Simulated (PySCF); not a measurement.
Molecule: SMILES Cc1ccc(C(F)(F)F)cc1. Atoms near the plane z = 0.8 Å, at the GFN2-xTB optimised geometry (x, y, z in Å): C1 (-1.6, -2.6, 0.0), C2 (-0.8, -1.3, 0.0), C3 (-1.5, -0.1, 0.0), C4 (-0.8, 1.1, 0.0), C5 (0.6, 1.1, 0.0), C6 (1.3, 2.4, 0.0), F7 (2.6, 2.3, 0.4), F8 (0.8, 3.3, 0.7), C10 (1.3, -0.1, 0.0), C11 (0.6, -1.3, 0.0), H14 (-1.7, -2.9, 1.0), H15 (-2.6, -0.1, 0.0), H16 (-1.3, 2.1, 0.0), H17 (2.3, -0.1, 0.0), H18 (1.1, -2.2, 0.0).

Method: B3LYP/def2-SVP in PySCF 2.14.0. Cells within 0.4 Å of a nucleus heavier than hydrogen are left out (blank, or x). The values are rescaled to run from 0 to 1.

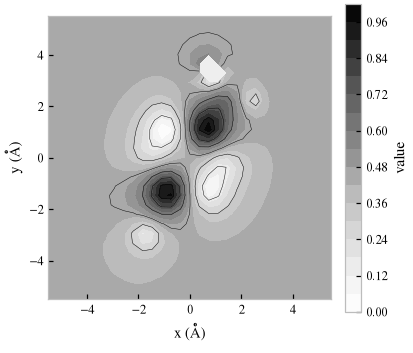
Fig. 1. a field on the plane z = 0.8 Å.

### Question
Which quantity is mapped?
A) an orbital amplitude
B) Laplacian of the electron density
C) electrostatic potential
D) log10 of the electron density

### Answer
A, an orbital amplitude. In full: LUMO amplitude (bohr^(-3/2)).
